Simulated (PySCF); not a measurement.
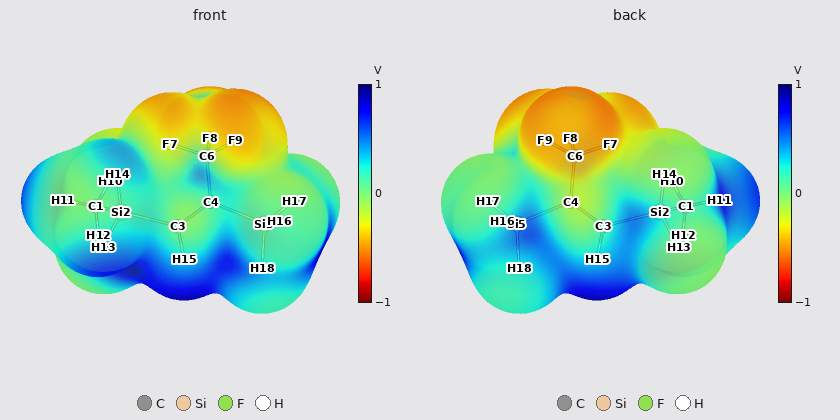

Figure 1: C$_{4}$H$_{9}$F$_{3}$Si$_{2}$. The molecular electrostatic potential painted on the density surface at 0.001 e/bohr³, seen from the front and from behind; the colour scale runs from red (negative) to blue (positive).

Geometry: PBE0-D3(BJ)/def2-SVP.

Computed with PySCF, PBE0/pcSseg-1, SCF density, gas phase, non-relativistic.

```xyz
18

C     2.8417   -0.0590    0.3737
Si    1.6464   -0.2028   -1.0659
C    -0.0155    0.6164   -0.6566
C    -1.0799    0.1327    0.0085
Si   -2.6385    1.1647    0.2908
C    -1.0940   -1.2718    0.5465
F     0.1219   -1.7073    0.9078
F    -1.5719   -2.1388   -0.3488
F    -1.8761   -1.3551    1.6334
H     2.4475   -0.5926    1.2502
H     3.8176   -0.4933    0.1082
H     2.9986    0.9955    0.6466
H     2.1752    0.5558   -2.2423
H     1.4440   -1.6222   -1.4769
H    -0.1150    1.6467   -1.0272
H    -2.7665    1.5592    1.7245
H    -3.8537    0.3952   -0.1067
H    -2.5060    2.3876   -0.5537
```

### Where is the surface potential most negative and most positive?

The most negative region (about −0.6 V) lies over F8 and F9, the most positive (about +0.9 V) over Si2, Si5 and H15.

### What dipole moment does the calculation give?

Its dipole moment is 2.01 D.
